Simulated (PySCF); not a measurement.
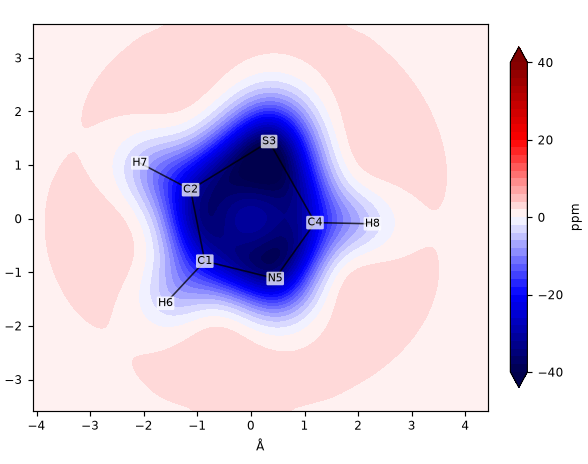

Figure. C$_{3}$H$_{3}$NS, SMILES `c1cscn1`. NICSzz (the component normal to the ring) 1.0 Å above the plane of the 5-membered ring C1/C2/S3/C4/N5; GIAO shieldings; atoms are projected onto the map; negative values mean shielding.

PySCF calculation, B3LYP/def2-SVPD, gas phase; geometry: GFN2-xTB. No frequency check shows the geometry to be a minimum. GFN2-xTB bond lengths at metals and heavier atoms can be off by up to 0.1 Å and shapes distorted, which carries into these values.

Coordinates in Å:

```
C1       1.2900   -0.5838    0.0000
C2       0.0819   -1.2056    0.0000
S3      -1.1857   -0.0447    0.0000
C4       0.0325    1.1945    0.0000
N5       1.2393    0.7683    0.0000
H6       2.2477   -1.0711    0.0000
H7      -0.1367   -2.2537    0.0000
H8      -0.2406    2.2305    0.0000
```

Classify the ring and give its NICS values.

Answer. It is strongly diatropic (aromatic): NICS(0) = −12.3, NICS(1) = −11.2, NICS(1)zz = −30.6 ppm.

Run time: 28 s on 1 thread of Arm Neoverse V2 (shared host), peak memory 0.81 GiB.
